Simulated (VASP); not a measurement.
# A VASP study of Aluminum (SCAN): structure first, properties next, part 3 of 3

Aim: relax Aluminum with SCAN, compute its properties on that cell and hold them against experiment. Left out of this account: 1 further run (core levels: core levels are not valid at this level). The start is a cell from a database of measured crystal structures.

VASP 6.6.1; SCAN; plane waves and PAW (Al).

Still holding for the runs below: This run has no spin polarisation. Its electron count is odd, so without a moment it is a metal by construction. The k-mesh is coarse for a metal.

So far. Step 5 (Band structure (SCAN)): Of the bands kept, 2 cross the Fermi level on this path. Step 6 (Density of states (SCAN)): The finer mesh and the other smearing move the Fermi level by +0.01 eV from the 8×8×8 run, a small shift, which tests the Fermi level alone.

## Step 7: Volume scan with SCAN, volume scale 0.94

An equation of state needs energies on both sides of the minimum, all on one mesh and cutoff.

INCAR reads:

```
SYSTEM = Al
PREC = Accurate
ENCUT = 400
EDIFF = 1E-06
NELM = 100
ISMEAR = 1
SIGMA = 0.2
LREAL = .FALSE.
ALGO = Normal
METAGGA = SCAN
LASPH = .TRUE.
NBANDS = 7
LORBIT = 11
LWAVE = .FALSE.
LCHARG = .FALSE.
KPAR = 2
ISIF = 2
```

POSCAR reads:

```
Al
1.0
    0.0000000000      1.9618206974      1.9618206974
    1.9618206974      0.0000000000      1.9618206974
    1.9618206974      1.9618206974      0.0000000000
Al
1
Direct
    0.0000000000      0.0000000000      0.0000000000
```

KPOINTS reads:

```
Automatic mesh
0
Gamma
8 8 8
0 0 0
```

PAW data sets: Al (PBE family, release 64).

Launch:

```sh
$ mpirun -np 2 vasp_std
```

What it wrote:

```text
[... set-up lines as in an earlier step ...]
 entering main loop
       N       E                     dE             d eps       ncg     rms          rms(c)
DAV:   1    -0.697257645770E+01   -0.69726E+01   -0.81275E+02   434   0.188E+02
DAV:   2    -0.793282552739E+01   -0.96025E+00   -0.95057E+00   574   0.187E+01
DAV:   3    -0.793641899702E+01   -0.35935E-02   -0.35928E-02   581   0.123E+00
DAV:   4    -0.793642559876E+01   -0.66017E-05   -0.66014E-05   616   0.424E-02
DAV:   5    -0.793642561086E+01   -0.12103E-07   -0.11799E-07   560   0.123E-03    0.327E+00
DAV:   6    -0.771839630282E+01    0.21803E+00   -0.95006E-02   406   0.166E+00    0.192E+00
DAV:   7    -0.771456417071E+01    0.38321E-02   -0.60871E-02   406   0.150E+00    0.122E-01
DAV:   8    -0.771641256438E+01   -0.18484E-02   -0.48225E-03   483   0.453E-01    0.143E-01
DAV:   9    -0.771724701808E+01   -0.83445E-03   -0.47297E-03   420   0.490E-01    0.511E-02
DAV:  10    -0.771722462327E+01    0.22395E-04   -0.37462E-04   490   0.158E-01    0.539E-02
DAV:  11    -0.771721580998E+01    0.88133E-05   -0.39818E-05   581   0.467E-02    0.366E-02
DAV:  12    -0.771721827334E+01   -0.24634E-05   -0.12312E-05   490   0.213E-02    0.243E-02
DAV:  13    -0.771721816649E+01    0.10685E-06   -0.37491E-06   511   0.148E-02
   1 F= -.77172182E+01 E0= -.77173180E+01  d E =0.299581E-03
```

The job ended after 7.6 s (2 MPI ranks of Intel Xeon 6975P-C (Granite Rapids), shared host; peak memory 0.2 GiB).

OUTCAR, selected parts (step 7):

```text
   ENCUT  =  400.0 eV  29.40 Ry    5.42 a.u.   4.52  4.52  4.52*2*pi/ulx,y,z

   NELECT =       3.0000    total number of electrons

 E-fermi :   8.9581

 k-point     1 :       0.0000    0.0000    0.0000
  band No.  band energies     occupation
      1      -3.2331      2.00000
      2      22.6330      0.00000
      3      22.6330      0.00000
      4      22.6330      0.00000
      5      24.8962      0.00000
      6      24.8962      0.00000
    ...

  Total        0.5801450      0.5801450      0.5801450     -0.0000000      0.0000000      0.0000000
  in kB       61.5515799     61.5515799     61.5515799     -0.0000000      0.0000000      0.0000000
  external PRESSURE =      61.5515799 kB  Pullay stress =       0.0000000 kB

  FREE ENERGIE OF THE ION-ELECTRON SYSTEM (eV)
  ---------------------------------------------------
  free  energy   TOTEN  =        -7.7172181665 eV

  energy  without entropy=       -7.7175177476  energy(sigma->0) =       -7.71731803

[... 6 parts as in an earlier step ...]

[... 11 further parts left out ...]
```

The scan keeps the cell's shape and the fractional positions fixed.

Numbers from this step:

* SCF cycles: 13
* bands: 7
* irreducible k-points: 29
* free energy (TOTEN): -7.717 eV
* energy at zero smearing: -7.717 eV
* Fermi energy: 8.958 eV
* pressure: 6.155 GPa

The pressure here is 6.16 GPa.

## Step 8: Volume scan with SCAN, volume scale 0.96

INCAR is that of step 7.

POSCAR reads:

```
Al
1.0
    0.0000000000      1.9756367913      1.9756367913
    1.9756367913      0.0000000000      1.9756367913
    1.9756367913      1.9756367913      0.0000000000
Al
1
Direct
    0.0000000000      0.0000000000      0.0000000000
```

KPOINTS is that of step 7.

Launch:

```sh
$ mpirun -np 2 vasp_std
```

What it wrote:

```text
[... set-up lines as in an earlier step ...]
 entering main loop
       N       E                     dE             d eps       ncg     rms          rms(c)
DAV:   1    -0.675538460346E+01   -0.67554E+01   -0.76879E+02   427   0.186E+02
DAV:   2    -0.794336312028E+01   -0.11880E+01   -0.11796E+01   532   0.204E+01
DAV:   3    -0.795044756106E+01   -0.70844E-02   -0.70837E-02   574   0.171E+00
DAV:   4    -0.795045818962E+01   -0.10629E-04   -0.10629E-04   609   0.586E-02
DAV:   5    -0.795045823212E+01   -0.42501E-07   -0.41030E-07   546   0.241E-03    0.321E+00
DAV:   6    -0.773058577449E+01    0.21987E+00   -0.96127E-02   420   0.167E+00    0.188E+00
DAV:   7    -0.772467041325E+01    0.59154E-02   -0.54469E-02   413   0.150E+00    0.117E-01
DAV:   8    -0.772637283854E+01   -0.17024E-02   -0.46999E-03   483   0.447E-01    0.132E-01
DAV:   9    -0.772725419466E+01   -0.88136E-03   -0.47044E-03   420   0.458E-01    0.523E-02
DAV:  10    -0.772723938193E+01    0.14813E-04   -0.18675E-04   546   0.114E-01    0.500E-02
DAV:  11    -0.772723620444E+01    0.31775E-05   -0.18818E-05   595   0.348E-02    0.365E-02
DAV:  12    -0.772724101993E+01   -0.48155E-05   -0.11621E-05   504   0.188E-02    0.219E-02
DAV:  13    -0.772724215007E+01   -0.11301E-05   -0.67362E-06   497   0.187E-02    0.619E-03
DAV:  14    -0.772724253818E+01   -0.38811E-06   -0.18703E-06   532   0.110E-02
   1 F= -.77272425E+01 E0= -.77274172E+01  d E =0.524047E-03
```

Wall time 7.4 s (2 MPI ranks); peak memory 0.2 GiB; 12 s of CPU time.

OUTCAR, selected parts (step 8):

```text
   ENCUT  =  400.0 eV  29.40 Ry    5.42 a.u.   4.56  4.56  4.56*2*pi/ulx,y,z

   NELECT =       3.0000    total number of electrons

 E-fermi :   8.7292

 k-point     1 :       0.0000    0.0000    0.0000
  band No.  band energies     occupation
      1      -3.3046      2.00000
      2      22.2639      0.00000
      3      22.2639      0.00000
      4      22.2639      0.00000
      5      24.3437      0.00000
      6      24.3437      0.00000
    ...

  Total        0.3753533      0.3753533      0.3753533      0.0000000     -0.0000000     -0.0000000
  in kB       38.9941547     38.9941547     38.9941547      0.0000000     -0.0000000     -0.0000000
  external PRESSURE =      38.9941547 kB  Pullay stress =       0.0000000 kB

 POSITION                                       TOTAL-FORCE (eV/Angst)
 -----------------------------------------------------------------------------------
      0.00000      0.00000      0.00000         0.000000     -0.000000     -0.000000
 -----------------------------------------------------------------------------------
    total drift:                                0.000000      0.000000      0.000000

  FREE ENERGIE OF THE ION-ELECTRON SYSTEM (eV)
  ---------------------------------------------------
  free  energy   TOTEN  =        -7.7272425382 eV

  energy  without entropy=       -7.7277665854  energy(sigma->0) =       -7.72741722

[... 5 parts as in an earlier step ...]

[... 11 further parts left out ...]
```

This step gave:

| Quantity | Value |
| --- | --- |
| SCF cycles | 14 |
| free energy (TOTEN) | -7.727 eV |
| energy at zero smearing | -7.727 eV |
| Fermi energy | 8.729 eV |
| pressure | 3.899 GPa |

The pressure falls from 6.16 to 3.90 GPa.

The run ends at a pressure of 3.90 GPa.

## Step 9: Volume scan with SCAN, volume scale 0.98

INCAR is that of step 8.

POSCAR reads:

```
Al
1.0
    0.0000000000      1.9892623032      1.9892623032
    1.9892623032      0.0000000000      1.9892623032
    1.9892623032      1.9892623032      0.0000000000
Al
1
Direct
    0.0000000000      0.0000000000      0.0000000000
```

KPOINTS is that of step 8.

Launch:

```sh
$ mpirun -np 2 vasp_std
```

What it wrote:

```text
[... set-up lines as in an earlier step ...]
 entering main loop
       N       E                     dE             d eps       ncg     rms          rms(c)
DAV:   1    -0.671195037530E+01   -0.67120E+01   -0.77490E+02   420   0.188E+02
DAV:   2    -0.795495839974E+01   -0.12430E+01   -0.12248E+01   525   0.201E+01
DAV:   3    -0.796180100152E+01   -0.68426E-02   -0.68418E-02   574   0.172E+00
DAV:   4    -0.796181698358E+01   -0.15982E-04   -0.15982E-04   637   0.703E-02
[...]
DAV:  12    -0.773295147569E+01   -0.80738E-05   -0.22100E-05   511   0.242E-02    0.136E-02
DAV:  13    -0.773295322122E+01   -0.17455E-05   -0.78068E-06   532   0.196E-02    0.494E-03
DAV:  14    -0.773295365905E+01   -0.43783E-06   -0.17652E-06   546   0.989E-03
   1 F= -.77329537E+01 E0= -.77330696E+01  d E =0.347957E-03
```

Elapsed: 8.4 s, on 2 MPI ranks; peak memory 0.2 GiB; 13 s of CPU time.

Parts of OUTCAR (step 9):

```text
  Total        0.1817380      0.1817380      0.1817380     -0.0000000     -0.0000000      0.0000000
  in kB       18.4948221     18.4948221     18.4948221     -0.0000000     -0.0000000      0.0000000
  external PRESSURE =      18.4948221 kB  Pullay stress =       0.0000000 kB

 POSITION                                       TOTAL-FORCE (eV/Angst)
 -----------------------------------------------------------------------------------
      0.00000      0.00000      0.00000        -0.000000      0.000000      0.000000
 -----------------------------------------------------------------------------------
    total drift:                               -0.000000      0.000000      0.000000

  FREE ENERGIE OF THE ION-ELECTRON SYSTEM (eV)
  ---------------------------------------------------
  free  energy   TOTEN  =        -7.7329536591 eV

  energy  without entropy=       -7.7333016158  energy(sigma->0) =       -7.73306964

[... 1 part as in an earlier step ...]

[... 2 further parts left out ...]
[key lines of the parts left out:]
E-fermi :   8.5122
```

The pressure falls from 3.90 to 1.85 GPa.

The run ends at a pressure of 1.85 GPa.

## Step 10: Volume scan with SCAN, volume scale 1

INCAR is that of step 9.

POSCAR reads:

```
Al
1.0
    0.0000000000      2.0027036724      2.0027036724
    2.0027036724      0.0000000000      2.0027036724
    2.0027036724      2.0027036724      0.0000000000
Al
1
Direct
    0.0000000000      0.0000000000      0.0000000000
```

KPOINTS is that of step 9.

Launch:

```sh
$ mpirun -np 2 vasp_std
```

What it wrote:

```text
[... set-up lines as in an earlier step ...]
 entering main loop
       N       E                     dE             d eps       ncg     rms          rms(c)
[... 14 cycles as in an earlier step ...]
   1 F= -.77347802E+01 E0= -.77347869E+01  d E =0.201011E-04
```

Run time: 7 s. Hardware: 2 MPI ranks; peak memory 0.2 GiB; 12 s of CPU time.

OUTCAR, selected parts (step 10):

```text
[... 6 parts as in an earlier step ...]

[... 1 further part left out ...]
[key lines of the parts left out:]
E-fermi :   8.3036
```

The pressure falls from 1.85 to 0.01 GPa.

The run ends at a pressure of 0.01 GPa.

## Step 11: Volume scan with SCAN, volume scale 1.02

INCAR is that of step 10.

POSCAR reads:

```
Al
1.0
    0.0000000000      2.0159669972      2.0159669972
    2.0159669972      0.0000000000      2.0159669972
    2.0159669972      2.0159669972      0.0000000000
Al
1
Direct
    0.0000000000      0.0000000000      0.0000000000
```

KPOINTS is that of step 10.

Launch:

```sh
$ mpirun -np 2 vasp_std
```

What it wrote:

```text
[... set-up lines as in an earlier step ...]
 entering main loop
       N       E                     dE             d eps       ncg     rms          rms(c)
DAV:   1    -0.645150051586E+01   -0.64515E+01   -0.70205E+02   427   0.175E+02
DAV:   2    -0.796489010829E+01   -0.15134E+01   -0.14732E+01   560   0.221E+01
DAV:   3    -0.797261026085E+01   -0.77202E-02   -0.77200E-02   546   0.172E+00
DAV:   4    -0.797261641963E+01   -0.61588E-05   -0.61589E-05   616   0.507E-02
[...]
DAV:  12    -0.773316791727E+01   -0.24655E-04   -0.13205E-04   469   0.684E-02    0.192E-02
DAV:  13    -0.773316871205E+01   -0.79478E-06   -0.11926E-05   532   0.230E-02    0.612E-03
DAV:  14    -0.773316861777E+01    0.94279E-07   -0.53713E-06   504   0.164E-02
   1 F= -.77331686E+01 E0= -.77330960E+01  d E =-.217784E-03
```

The job ended after 11 s (2 MPI ranks; peak memory 0.21 GiB; 16 s of CPU time).

From OUTCAR (step 11):

```text
  Total       -0.1659047     -0.1659047     -0.1659047      0.0000000      0.0000000     -0.0000000
  in kB      -16.2214238    -16.2214238    -16.2214238      0.0000000      0.0000000     -0.0000000
  external PRESSURE =     -16.2214238 kB  Pullay stress =       0.0000000 kB

 POSITION                                       TOTAL-FORCE (eV/Angst)
 -----------------------------------------------------------------------------------
      0.00000      0.00000      0.00000         0.000000      0.000000      0.000000
 -----------------------------------------------------------------------------------
    total drift:                                0.000000      0.000000     -0.000000

  FREE ENERGIE OF THE ION-ELECTRON SYSTEM (eV)
  ---------------------------------------------------
  free  energy   TOTEN  =        -7.7331686178 eV

  energy  without entropy=       -7.7329508343  energy(sigma->0) =       -7.73309602

[... 1 part as in an earlier step ...]

[... 2 further parts left out ...]
[key lines of the parts left out:]
E-fermi :   8.1013
```

The pressure falls from 0.01 to -1.62 GPa.

The run ends at a pressure of -1.62 GPa.

## Step 12: Volume scan with SCAN, volume scale 1.04

INCAR is that of step 11.

POSCAR reads:

```
Al
1.0
    0.0000000000      2.0290580588      2.0290580588
    2.0290580588      0.0000000000      2.0290580588
    2.0290580588      2.0290580588      0.0000000000
Al
1
Direct
    0.0000000000      0.0000000000      0.0000000000
```

KPOINTS is that of step 11.

Launch:

```sh
$ mpirun -np 2 vasp_std
```

What it wrote:

```text
[... set-up lines as in an earlier step ...]
 entering main loop
       N       E                     dE             d eps       ncg     rms          rms(c)
DAV:   1    -0.669959344356E+01   -0.66996E+01   -0.68036E+02   413   0.174E+02
DAV:   2    -0.796380965664E+01   -0.12642E+01   -0.12539E+01   539   0.198E+01
DAV:   3    -0.797104390091E+01   -0.72342E-02   -0.72341E-02   595   0.169E+00
DAV:   4    -0.797105701043E+01   -0.13110E-04   -0.13111E-04   644   0.632E-02
[...]
DAV:  12    -0.772845643236E+01   -0.16763E-04   -0.95084E-05   504   0.511E-02    0.254E-03
DAV:  13    -0.772845911465E+01   -0.26823E-05   -0.82074E-06   574   0.175E-02    0.245E-03
DAV:  14    -0.772845959835E+01   -0.48371E-06   -0.29173E-06   511   0.101E-02
   1 F= -.77284596E+01 E0= -.77283681E+01  d E =-.274503E-03
```

Run time: 8.8 s. Hardware: 2 MPI ranks; peak memory 0.21 GiB.

From OUTCAR (step 12):

```text
  Total       -0.3189730     -0.3189730     -0.3189730      0.0000000      0.0000000     -0.0000000
  in kB      -30.5880019    -30.5880019    -30.5880019      0.0000000      0.0000000     -0.0000000
  external PRESSURE =     -30.5880019 kB  Pullay stress =       0.0000000 kB

 POSITION                                       TOTAL-FORCE (eV/Angst)
 -----------------------------------------------------------------------------------
      0.00000      0.00000      0.00000        -0.000000      0.000000     -0.000000
 -----------------------------------------------------------------------------------
    total drift:                                0.000000      0.000000     -0.000000

  FREE ENERGIE OF THE ION-ELECTRON SYSTEM (eV)
  ---------------------------------------------------
  free  energy   TOTEN  =        -7.7284595984 eV

  energy  without entropy=       -7.7281850954  energy(sigma->0) =       -7.72836810

[... 1 part as in an earlier step ...]

[... 2 further parts left out ...]
[key lines of the parts left out:]
E-fermi :   7.9044
```

The pressure falls from -1.62 to -3.06 GPa.

The run ends at a pressure of -3.06 GPa.

## Step 13: Volume scan with SCAN, volume scale 1.06

A prediction first. A parabola through the 6 pressures of evenly scaled cells so far, P = 0.01 -86.5 t +207 t² GPa with t = ln(V/V₁) and V₁ the volume at scale 1, gives -4.33 GPa at t = +0.0583.

INCAR is that of step 12.

POSCAR reads:

```
Al
1.0
    0.0000000000      2.0419823439      2.0419823439
    2.0419823439      0.0000000000      2.0419823439
    2.0419823439      2.0419823439      0.0000000000
Al
1
Direct
    0.0000000000      0.0000000000      0.0000000000
```

KPOINTS is that of step 12.

Launch:

```sh
$ mpirun -np 2 vasp_std
```

What it wrote:

```text
[... set-up lines as in an earlier step ...]
 entering main loop
       N       E                     dE             d eps       ncg     rms          rms(c)
DAV:   1    -0.688132590661E+01   -0.68813E+01   -0.70623E+02   413   0.179E+02
DAV:   2    -0.795935230292E+01   -0.10780E+01   -0.10702E+01   525   0.191E+01
DAV:   3    -0.796700793858E+01   -0.76556E-02   -0.76562E-02   574   0.176E+00
DAV:   4    -0.796703491740E+01   -0.26979E-04   -0.26980E-04   609   0.877E-02
[...]
DAV:  12    -0.772105322092E+01   -0.65098E-05   -0.27428E-05   553   0.315E-02    0.918E-03
DAV:  13    -0.772105629759E+01   -0.30767E-05   -0.34342E-05   462   0.365E-02    0.414E-03
DAV:  14    -0.772105694266E+01   -0.64508E-06   -0.11645E-06   560   0.799E-03
   1 F= -.77210569E+01 E0= -.77209967E+01  d E =-.180746E-03
```

It took 9.6 s on 2 MPI ranks; peak memory 0.21 GiB; 16 s of CPU time.

Parts of OUTCAR (step 13):

```text
  Total       -0.4597394     -0.4597394     -0.4597394      0.0000000     -0.0000000      0.0000000
  in kB      -43.2550030    -43.2550030    -43.2550030      0.0000000     -0.0000000      0.0000000
  external PRESSURE =     -43.2550030 kB  Pullay stress =       0.0000000 kB

 POSITION                                       TOTAL-FORCE (eV/Angst)
 -----------------------------------------------------------------------------------
      0.00000      0.00000      0.00000        -0.000000      0.000000      0.000000
 -----------------------------------------------------------------------------------
    total drift:                                0.000000     -0.000000     -0.000000

  FREE ENERGIE OF THE ION-ELECTRON SYSTEM (eV)
  ---------------------------------------------------
  free  energy   TOTEN  =        -7.7210569427 eV

  energy  without entropy=       -7.7208761963  energy(sigma->0) =       -7.72099669

[... 1 part as in an earlier step ...]

[... 2 further parts left out ...]
[key lines of the parts left out:]
E-fermi :   7.7130
```

The pressure falls from -3.06 to -4.33 GPa. The parabola predicted -4.33 GPa, which holds within 0.01 GPa.

## Step 14: Comparing the runs

Times are for 2 MPI ranks of Intel Xeon 6975P-C (Granite Rapids), shared host. Results by setting:

| no. | volume scale | energy above the lowest point (meV/atom) | pressure (GPa) | time | memory (GiB) |
| --- | --- | --- | --- | --- | --- |
| 1 | 0.94 | 17.47 | 6.155 | 7.6 s | 0.2 |
| 2 | 0.96 | 7.37 | 3.899 | 7.4 s | 0.2 |
| 3 | 0.98 | 1.72 | 1.849 | 8.4 s | 0.2 |
| 4 | 1 | 0 | 0.007631 | 7 s | 0.2 |
| 5 | 1.02 | 1.69 | -1.622 | 11 s | 0.21 |
| 6 | 1.04 | 6.42 | -3.059 | 8.8 s | 0.21 |
| 7 | 1.06 | 13.79 | -4.326 | 9.6 s | 0.21 |

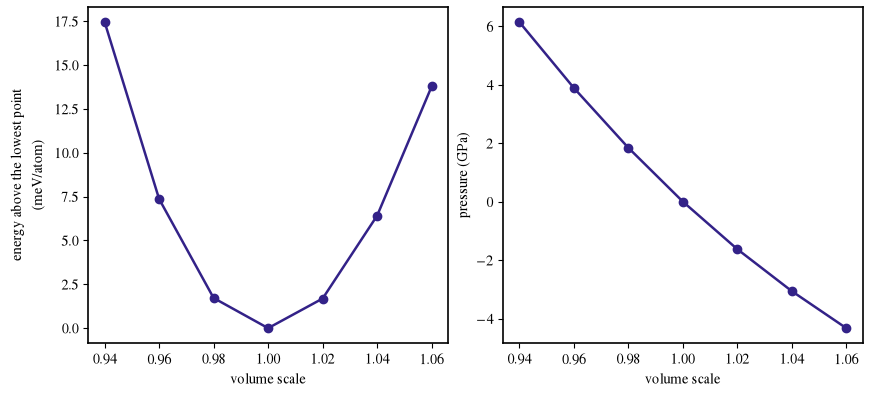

The series as plots.

## Step 15: Fit for SCAN

This step: Birch-Murnaghan fit, SCAN; plane waves and PAW (VASP 6.6.1).

No new run; the numbers come from the runs before.

Numbers from this step:

```yaml
pressure_derivative_of_the_bulk_modulus: 5.490
r_m_s_error_of_the_fit: 4.55e-6 eV/atom
minimum_inside_the_sampled_range: yes
bulk_modulus: 85.75 GPa
equilibrium_volume_of_the_fit: 16.06 Å³/atom
```

The energy above the fitted minimum by volume:

| volume (Å³/atom) | energy above the fitted minimum (eV/atom) |
| --- | --- |
| 15.101 | 0.0175 |
| 15.422 | 0.00738 |
| 15.744 | 0.00173 |
| 16.065 | 9.7e-6 |
| 16.386 | 0.00170 |
| 16.708 | 0.00643 |
| 17.029 | 0.0138 |

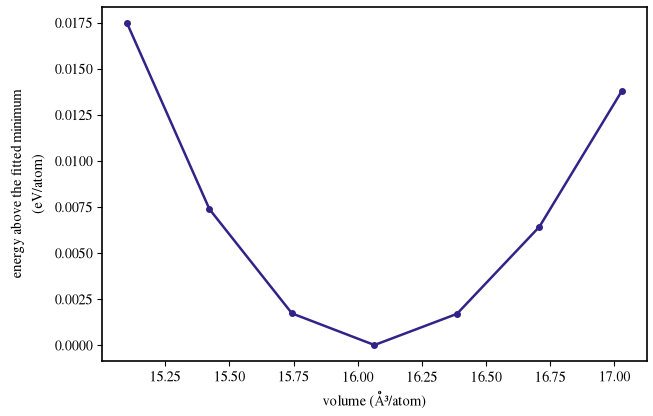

Energy above the fitted minimum against volume.

The fitted volume lies -0.04 % from the relaxed one.

## Step 16: Outcome

```
relaxed volume                            : 16.06 Å³/atom
relaxed conventional cell a, b, c         : 4.005, 4.005, 4.005 Å
space group after relaxing, within 0.02 Å : Fm-3m (No. 225)
band gap                                  : none, a metal
DOS at the Fermi level                    : 0.291 states/eV/cell
bulk modulus from the fit                 : 85.8 GPa
volume from the fit                       : 16.1 Å³/atom
```

**Reading.** With SCAN, Aluminum relaxes to 16.06 Å³/atom in space group Fm-3m (held by the symmetry of the run), comes out as a metal and has a bulk modulus of 85.8 GPa. Against the listed cell the volume lies -3.2 %. Band structure (SCAN): Of the bands kept, 2 cross the Fermi level on this path. The k-sampling is coarse for a metal, so the Fermi level, pressures and the shape of the cell carry errors. No search among competing phases was made. All values are for a static lattice at zero temperature.

Comparison with the measured values:

| quantity | measured | SCAN | Birch-Murnaghan fit, SCAN |
| --- | --- | --- | --- |
| lattice constant a (Å) | 4.0495 | 4.005 (-1.1 %) | - |
| bulk modulus (GPa) | 76.9 | - | 86 (+11.5 %) |

Measured values from pmc:3831299 (2013).

Verdict: The lattice constant a is off by -1.1 %: fair agreement. The bulk modulus is off by +11.5 %: fair agreement. The grades are ours: good and fair within 0.7 and 1.5 % for the lattice constant a and 5 and 12 % for the bulk modulus. For lattice constants and bulk modulus the calculation has a static lattice, without zero-point motion or thermal expansion.

[Lines on the potential files, build, host, timing and source positions are cut from VASP's logs without a mark.]

[Logs are printed without paths, hosts, clocks, repeated set-up lines and the standing remarks that a program may print on its own settings, such as how far it seeks lower states.]

[Hosts, paths, dates, database ids (printed as entryN), source tags and the programs' standing remarks are cut or masked in the printed files.]

[A measured line is paired with the nearest computed mode of its activity, which favours agreement.]
